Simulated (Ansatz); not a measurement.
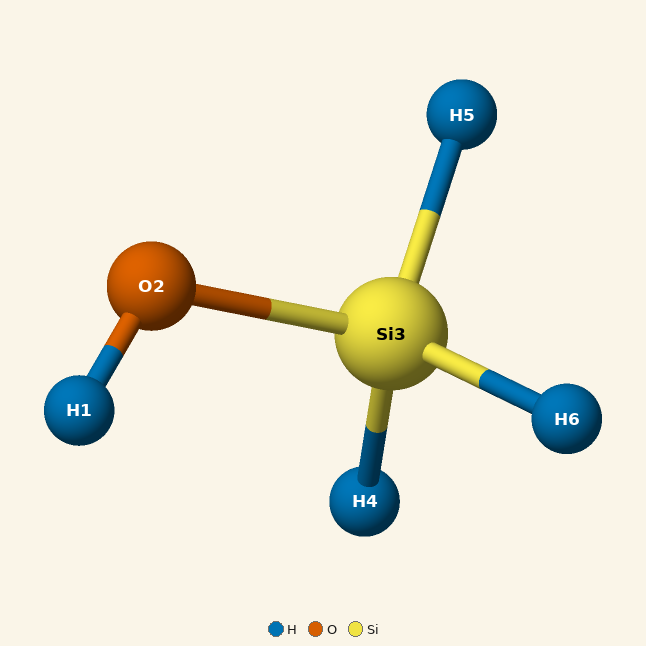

Sticks follow a distance rule. Harmonic vibrations computed with RKS PBE0-D4/def2-TZVP (Ansatz 0.2.0) at a stationary point of the same level.

Question: Minimum or transition state?

Answer: A minimum: no imaginary frequency, and the lowest mode lies at 196 cm⁻¹.

Question: List the wavenumbers.

Answer: 12 modes: 196, 680, 719, 848, 908, 947, 967, 993, 2209, 2214, 2261, 3931 cm⁻¹.
